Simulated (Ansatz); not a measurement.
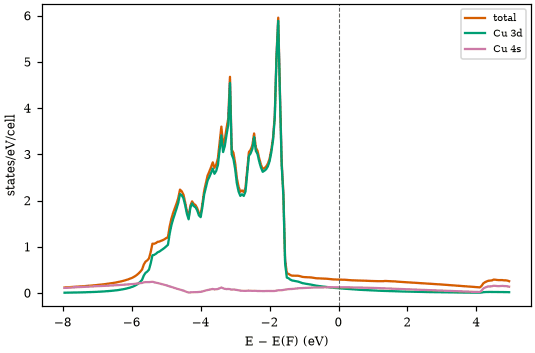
Fig. 1. Total and projected density of states of Cu (fcc (Cu type), Fm-3m), the program Ansatz at the LDA level (PAW)

Q: Which orbitals carry the states next to the Fermi level?

A: Within 0.5 eV of the Fermi level: Cu 4s 42 %, Cu 3d 36 %, outside the projected shells 22 %. Projections are on Löwdin-orthogonalised atomic valence shells; empty p or d shells of many metals are not among them.

Q: Where is the tallest occupied peak in this window, and what makes it?

A: Near -1.8 eV, about 6.0 states/eV per cell; the largest projected share is Cu 3d.

The LDA relaxation kept the symmetry of its start. No spin polarisation was allowed.

Potentials: the later of the program's two PAW sets.
